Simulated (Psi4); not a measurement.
HCl: excited-state calculation

System: HCl, SMILES Cl.
Method: TDHF/may-cc-pVTZ, RHF (Psi4 1.11).

The geometry comes from this level: PBE0-D4/def2-TZVP.

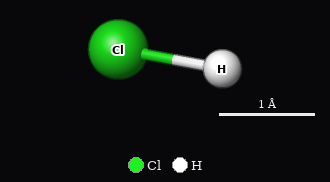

Fig. 1: The structure as given in the input (ball-and-stick view, seen at a tilt). Bond lengths as drawn: Cl–H 1.28 Å.

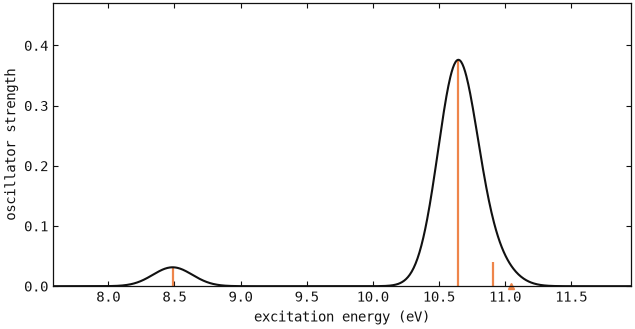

Fig. 2: Computed excitations as sticks (degenerate states added up, dark ones marked on the axis), with a Gaussian envelope of 0.35 eV full width at half maximum, scaled to the tallest. Of the 8 states the lowest lies at 8.49 eV (f = 0.016); the strongest line is at 10.64 eV, or 117 nm (f = 0.376, summed over 2 states that lie within 0.004 eV).

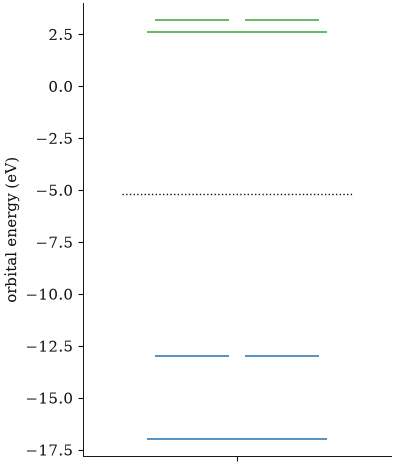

Fig. 3: Orbital energies near the frontier; the dotted line parts filled from empty levels, and levels within 0.02 eV of each other stand side by side. Highest filled −12.98 eV, lowest empty 2.62 eV, 15.60 eV apart.

The input that produced these results follows, with the program's output.

Input (run.py)
```python
import psi4

psi4.set_memory('1600 MB')
psi4.set_num_threads(1)
psi4.set_output_file('clh.out', False)

m = psi4.geometry("""
0 1
Cl     1.03179046    -0.33731611     0.53063510
H     -1.03179046     0.33731611    -0.53063510
units bohr
no_reorient
no_com
""")

psi4.set_options({
    'basis': 'may-cc-pVTZ',
    'save_jk': True,
    'df_scf_guess': False,
})

from psi4.driver.procrouting.response.scf_response import tdscf_excitations
e, wfn = psi4.energy("hf", molecule=m, return_wfn=True)
states = tdscf_excitations(wfn, states=8, tda=False)
for k, s in enumerate(states, 1):
    print(f"root {k}: {s['EXCITATION ENERGY'] * 27.211386:.4f} eV  f = {s['OSCILLATOR STRENGTH (LEN)']:.4f}  {s['SYMMETRY']}")
print('E =', round(e, 9))
```

Command:
```bash
python run.py
```

Log
```
Psi4 1.11 release

   => Loading Basis Set <=

    Name: MAY-CC-PVTZ
    Role: ORBITAL
    Keyword: BASIS

         ---------------------------------------------------------
                                   SCF
                              RHF Reference
                        1 Threads,   1525 MiB Core
         ---------------------------------------------------------

  ==> Geometry <==

    Molecular point group: c1
    Full point group: C_inf_v

    Geometry (in Bohr), charge = 0, multiplicity = 1:

       Center              X                  Y                   Z               Mass
    ------------   -----------------  -----------------  -----------------  -----------------
         CL           1.031790460000    -0.337316110000     0.530635100000    34.968852682000
         H           -1.031790460000     0.337316110000    -0.530635100000     1.007825032230

  Running in c1 symmetry.

  Rotational constants: A = ************  B =      1.14614  C =      1.14614 [cm^-1]
  Rotational constants: A = ************  B =  34360.27988  C =  34360.27988 [MHz]
  Nuclear repulsion =    7.034776967508856

  Charge       = 0
  Multiplicity = 1
  Electrons    = 18
  Nalpha       = 9
  Nbeta        = 9

  ==> Algorithm <==

  SCF Algorithm Type is DF.
  DIIS enabled.
  MOM disabled.
  Fractional occupation disabled.
  Guess Type is SAD.
  Energy threshold   = 1.00e-06
  Density threshold  = 1.00e-06
  Integral threshold = 1.00e-12

  ==> Primary Basis <==

  Basis Set: MAY-CC-PVTZ
    Blend: MAY-CC-PVTZ
    Number of shells: 20
    Number of basis functions: 52
    Number of Cartesian functions: 58
    Spherical Harmonics?: true
    Max angular momentum: 3

   => Loading Basis Set <=

    Name: (MAY-CC-PVTZ AUX)
    Role: JKFIT
    Keyword: DF_BASIS_SCF

  ==> Integral Setup <==

  DFHelper Memory: AOs need 0.004 GiB; user supplied 1.118 GiB.
  SCF_SUBTYPE=INCORE selected. In-core MEM_DF algorithm will be used.
  Using in-core AOs.

  ==> MemDFJK: Density-Fitted J/K Matrices <==

    J tasked:                   Yes
    K tasked:                   Yes
    wK tasked:                   No
    Memory [MiB]:              1144
    Algorithm:                 Core
    Schwarz Cutoff:           1E-12
    Mask sparsity (%):       0.0000
    Fitting Condition:        1E-10

   => Auxiliary Basis Set <=

  Basis Set: (MAY-CC-PVTZ AUX)
    Blend: MAY-CC-PVTZ-JKFIT
    Number of shells: 50
    Number of basis functions: 160
    Number of Cartesian functions: 190
    Spherical Harmonics?: true
    Max angular momentum: 4

  Minimum eigenvalue in the overlap matrix is 3.5956459164E-03.
  Reciprocal condition number of the overlap matrix is 8.1919412751E-04.
    Using symmetric orthogonalization.

  ==> Pre-Iterations <==

  SCF Guess: Superposition of Atomic Densities via on-the-fly atomic UHF (no occupation information).

   -------------------------
    Irrep   Nso     Nmo
   -------------------------
     A         52      52
   -------------------------
    Total      52      52
   -------------------------

  ==> Iterations <==

                           Total Energy        Delta E     RMS |[F,P]|

   @DF-RHF iter SAD:  -459.92430610267104   -4.59924e+02   0.00000e+00
   @DF-RHF iter   1:  -460.08622573291763   -1.61920e-01   3.41788e-03 ADIIS/DIIS
   @DF-RHF iter   2:  -460.10468666834481   -1.84609e-02   1.33164e-03 ADIIS/DIIS
   @DF-RHF iter   3:  -460.10697453776709   -2.28787e-03   2.75114e-04 ADIIS/DIIS
   @DF-RHF iter   4:  -460.10727178575166   -2.97248e-04   6.71406e-05 DIIS
   @DF-RHF iter   5:  -460.10729122140458   -1.94357e-05   7.78035e-06 DIIS
   @DF-RHF iter   6:  -460.10729143132932   -2.09925e-07   1.17520e-06 DIIS
   @DF-RHF iter   7:  -460.10729143667078   -5.34146e-09   2.12784e-07 DIIS
  Energy and wave function converged.

  ==> Post-Iterations <==

    Orbital Energies [Eh]
    ---------------------

    Doubly Occupied:

       1A   -104.849980     2A    -10.575226     3A     -8.042347
       4A     -8.040174     5A     -8.040174     6A     -1.116929
       7A     -0.624812     8A     -0.477087     9A     -0.477087

    Virtual:

      10A      0.096184    11A      0.116639    12A      0.116639
      13A      0.118466    14A      0.180216    15A      0.456670
      16A      0.564081    17A      0.564081    18A      0.598261
      19A      0.629508    20A      0.629508    21A      0.656590
      22A      0.656590    23A      0.835042    24A      1.001558
      25A      1.075795    26A      1.075795    27A      1.509743
      28A      2.193273    29A      2.195366    30A      2.195366
      31A      2.236173    32A      2.236173    33A      2.339453
      34A      2.339453    35A      2.408522    36A      2.408522
      37A      2.508897    38A      2.588350    39A      2.588350
      40A      2.665342    41A      2.665342    42A      2.851661
      43A      3.246843    44A      3.577535    45A      3.577535
      46A      3.951079    47A      3.951079    48A      4.402472
      49A      4.402472    50A      4.453124    51A      4.762870
      52A      6.335337

    Final Occupation by Irrep:
              A
    DOCC [     9 ]
    NA   [     9 ]
    NB   [     9 ]

  @DF-RHF Final Energy:  -460.10729143667078

   => Energetics <=

    Nuclear Repulsion Energy =              7.0347769675088561
    One-Electron Energy =                -649.7965137494392138
    Two-Electron Energy =                 182.6544453452596315
    Total Energy =                       -460.1072914366707209

Computation Completed

Properties will be evaluated at   0.000000,   0.000000,   0.000000 [a0]

Properties computed using the SCF density matrix

 Multipole Moments:

 ------------------------------------------------------------------------------------
     Multipole            Electronic (a.u.)      Nuclear  (a.u.)        Total (a.u.)
 ------------------------------------------------------------------------------------

 L = 1.  Multiply by 2.5417464519 to convert [e a0] to [Debye]
 Dipole X            :        -16.9360900           16.5086474           -0.4274427
 Dipole Y            :          5.5367986           -5.3970578            0.1397409
 Dipole Z            :         -8.7099893            8.4901616           -0.2198277
 Magnitude           :                                                    0.5005586

 ------------------------------------------------------------------------------------

	total time  =          1 seconds =       0.02 minutes

******************************************************************************************
**********                               WARNING                                **********
**********       The names of excited state variables changed between 1.5       **********
**********     and 1.6. For a quick solution, remove the symmetry specifier     **********
**********   from the variable name. For full details, see 'Notes on Psivars'   **********
**********                        in the documentation.                         **********
******************************************************************************************

         ---------------------------------------------------------
                         TDSCF excitation energies
         ---------------------------------------------------------

  ==> Options <==

     Residual threshold  : 1.0000e-04
     Initial guess       : denominators
     Reference           : RHF
     Solver type         : RPA (Hamiltonian)

  ==> Requested Excitations <==

      8 singlet states with A symmetry

  ==> Seeking the lowest 8 singlet states with A symmetry

                        Generalized Hamiltonian Solver

  ==> Options <==

    Max number of iterations        = 60
    Eigenvector tolerance           = 1.0000e-04
    Max number of expansion vectors = 1600

  => Iterations <=
                              Max[D[value]]     Max[|R|]   # vectors
  HamiltonianSolver iter   1:   4.06307e-01  1.86067e-01     32
  HamiltonianSolver iter   2:   5.44615e-03  2.87632e-02     48
  HamiltonianSolver iter   3:   1.03722e-04  2.45425e-03     64
  HamiltonianSolver iter   4:   3.29147e-07  1.56218e-04     80
  HamiltonianSolver iter   5:   1.17443e-09  3.88038e-05     92      Converged

******************************************************************************************
**********                               WARNING                                **********
**********  Length-gauge rotatory strengths are **NOT** gauge-origin invariant  **********
******************************************************************************************

                                    Excitation Energy         Total Energy        Oscillator Strength             Rotatory Strength
     #   Sym: GS->ES (Trans)        au              eV              au          au (length)    au (velocity)    au (length)    au (velocity)
    ---- -------------------- --------------- --------------- --------------- --------------- --------------- --------------- ---------------
     1        A->A (1 A)       0.31188         8.48663        -459.79541       0.0161          0.0153         -0.0000         -0.0000
     2        A->A (1 A)       0.31188         8.48663        -459.79541       0.0161          0.0153          0.0000          0.0000
     3        A->A (1 A)       0.39105         10.64111       -459.71624       0.1881          0.1968         -0.0000          0.0000
     4        A->A (1 A)       0.39105         10.64111       -459.71624       0.1881          0.1968          0.0000         -0.0000
     5        A->A (1 A)       0.40076         10.90521       -459.70653       0.0203          0.0160         -0.0000         -0.0000
     6        A->A (1 A)       0.40076         10.90521       -459.70653       0.0203          0.0160          0.0000          0.0000
     7        A->A (1 A)       0.40598         11.04739       -459.70131       0.0000          0.0000         -0.0000         -0.0000
     8        A->A (1 A)       0.40598         11.04739       -459.70131       0.0000          0.0000         -0.0000         -0.0000

Contributing excitations and de-excitations
Only contributions with abs(coeff) > 1.00e-01 will be printed:

Excited State    1 (1 A):   0.31188 au   146.09 nm f = 0.0161
  Sums of squares: Xssq =  1.001987e+00; Yssq =  1.986500e-03; Xssq - Yssq =  1.000000e+00
      8a  ->  10a     0.139227 ( 1.938%)
      8a  ->  13a     0.156483 ( 2.449%)
      8a  ->  14a    -0.130058 ( 1.692%)
      9a  ->  10a    -0.535862 (28.715%)
      9a  ->  13a    -0.602277 (36.274%)
      9a  ->  14a     0.500572 (25.057%)
      9a  ->  15a    -0.125913 ( 1.585%)
      9a  ->  18a     0.131048 ( 1.717%)

Excited State    2 (1 A):   0.31188 au   146.09 nm f = 0.0161
  Sums of squares: Xssq =  1.001987e+00; Yssq =  1.986500e-03; Xssq - Yssq =  1.000000e+00
      8a  ->  10a    -0.535862 (28.715%)
      8a  ->  13a    -0.602277 (36.274%)
      8a  ->  14a     0.500572 (25.057%)
      8a  ->  15a    -0.125913 ( 1.585%)
      8a  ->  18a     0.131048 ( 1.717%)
      9a  ->  10a    -0.139227 ( 1.938%)
      9a  ->  13a    -0.156483 ( 2.449%)
      9a  ->  14a     0.130058 ( 1.692%)

Excited State    3 (1 A):   0.39105 au   116.51 nm f = 0.1881
  Sums of squares: Xssq =  1.001101e+00; Yssq =  1.100565e-03; Xssq - Yssq =  1.000000e+00
      9a  ->  10a     0.529837 (28.073%)
      9a  ->  13a     0.229327 ( 5.259%)
      9a  ->  14a     0.789982 (62.407%)
      9a  ->  15a    -0.174978 ( 3.062%)

Excited State    4 (1 A):   0.39105 au   116.51 nm f = 0.1881
  Sums of squares: Xssq =  1.001101e+00; Yssq =  1.100565e-03; Xssq - Yssq =  1.000000e+00
      8a  ->  10a     0.529837 (28.073%)
      8a  ->  13a     0.229327 ( 5.259%)
      8a  ->  14a     0.789982 (62.407%)
      8a  ->  15a    -0.174978 ( 3.062%)

Excited State    5 (1 A):   0.40076 au   113.69 nm f = 0.0203
  Sums of squares: Xssq =  1.000151e+00; Yssq =  1.510398e-04; Xssq - Yssq =  1.000000e+00
      9a  ->  10a    -0.625911 (39.176%)
      9a  ->  13a     0.736411 (54.230%)
      9a  ->  14a     0.218239 ( 4.763%)

Excited State    6 (1 A):   0.40076 au   113.69 nm f = 0.0203
  Sums of squares: Xssq =  1.000151e+00; Yssq =  1.510398e-04; Xssq - Yssq =  1.000000e+00
      8a  ->  10a     0.625911 (39.176%)
      8a  ->  13a    -0.736411 (54.230%)
      8a  ->  14a    -0.218239 ( 4.763%)

Excited State    7 (1 A):   0.40598 au   112.23 nm f = 0.0000
  Sums of squares: Xssq =  1.000190e+00; Yssq =  1.903452e-04; Xssq - Yssq =  1.000000e+00
      8a  ->  11a    -0.185902 ( 3.456%)
      8a  ->  12a     0.676313 (45.740%)
      9a  ->  11a     0.676313 (45.740%)
      9a  ->  12a     0.185902 ( 3.456%)

Excited State    8 (1 A):   0.40598 au   112.23 nm f = 0.0000
  Sums of squares: Xssq =  1.000190e+00; Yssq =  1.903452e-04; Xssq - Yssq =  1.000000e+00
      8a  ->  11a    -0.676313 (45.740%)
      8a  ->  12a    -0.185902 ( 3.456%)
      9a  ->  11a    -0.185902 ( 3.456%)
      9a  ->  12a     0.676313 (45.740%)

******************************************************************************************
**********                               WARNING                                **********
**********       The names of excited state variables changed between 1.5       **********
**********     and 1.6. For a quick solution, remove the symmetry specifier     **********
**********   from the variable name. For full details, see 'Notes on Psivars'   **********
**********                        in the documentation.                         **********
******************************************************************************************
```

Standard output
```
root 1: 8.4866 eV  f = 0.0161  A
root 2: 8.4866 eV  f = 0.0161  A
root 3: 10.6411 eV  f = 0.1881  A
root 4: 10.6411 eV  f = 0.1881  A
root 5: 10.9052 eV  f = 0.0203  A
root 6: 10.9052 eV  f = 0.0203  A
root 7: 11.0474 eV  f = 0.0000  A
root 8: 11.0474 eV  f = 0.0000  A
E = -460.107291437
```

Key numbers

- outcome: converged
- total energy: −460.107291 hartree
- basis functions: 52
- HOMO: −12.98 eV
- LUMO: 2.62 eV
- dipole moment: 1.27 D
- lowest excitation: 8.49 eV
- hardware: 1 thread of Intel Xeon @ 2.50GHz (Skylake/Cascade Lake), 16 GiB of memory available, shared host
- wall time: 4.2 s
- peak memory: 0.27 GiB

Remarks

Settings chosen away from the usual ones: df_scf_guess set to false.
